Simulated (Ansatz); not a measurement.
# Hypothetical diamond Au, pressure series

The reference is Au in the diamond structure (space group Fd-3m, No. 227; a hypothetical phase, not in the database extracts checked).

```xyz
2
Lattice="0.0000 3.0125 3.0125 3.0125 0.0000 3.0125 3.0125 3.0125 0.0000" Properties=species:S:1:pos:R:3 pbc="T T T"
Au     4.5188     4.5188     4.5188
Au     3.0125     3.0125     3.0125
```

Cell and atoms are relaxed at each pressure.

Computed with PBEsol (Ansatz, a quantum-chemistry and plane-wave program; PAW; 420 eV plane waves; spin-orbit coupling left out).

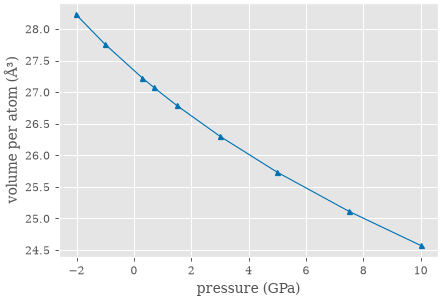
Fig. 1. Volume against pressure

**Question.** Estimate the zero-pressure bulk modulus from the plot.

**Answer.** About 69 GPa; a third-order Birch–Murnaghan fit to the points gives V₀ = 27.34 Å³/atom, B₀ = 69 GPa and B₀′ = 5.7.

Load acts through the strain it causes; cell and atoms are relaxed under it. No phonon test of stability was made. No other phases were tried under pressure.
